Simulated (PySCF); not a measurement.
SMILES [CH3][Be][Si](C)(C)C, singlet at its GFN2-xTB optimised geometry (Å):

```
18

Be     0.9500    -0.6842     0.0000
C      2.6832    -0.6939     0.0105
H      3.1423     0.0658    -0.6250
H      3.1304    -1.6307    -0.3275
H      3.1282    -0.5246     0.9930
Si    -1.2432    -0.6842     0.0000
C     -2.0513    -1.5652    -1.5054
C     -2.0566     1.0576     0.0000
C     -2.0346    -1.5574     1.5188
H     -3.1371    -1.5481    -1.4571
H     -1.7593    -1.0922    -2.4390
H     -1.7441    -2.6060    -1.5611
H     -1.7631     1.6269    -0.8777
H     -1.7546     1.6307     0.8723
H     -3.1423     1.0038     0.0054
H     -1.7329    -1.0787     2.4464
H     -1.7257    -2.5975     1.5771
H     -3.1208    -1.5416     1.4822
```

Computed with PySCF with PBE0/def2-SVP. Cells within 0.4 Å of a nucleus heavier than hydrogen are left out (blank, or x).

Map of the HOMO amplitude (bohr^(-3/2)) on the plane z = 0.0 Å; orbital energy -7.18 eV, overall sign arbitrary:

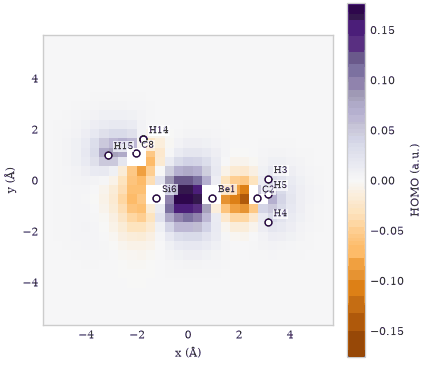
HOMO amplitude (bohr^(-3/2)) on the plane z = 0.0 Å.
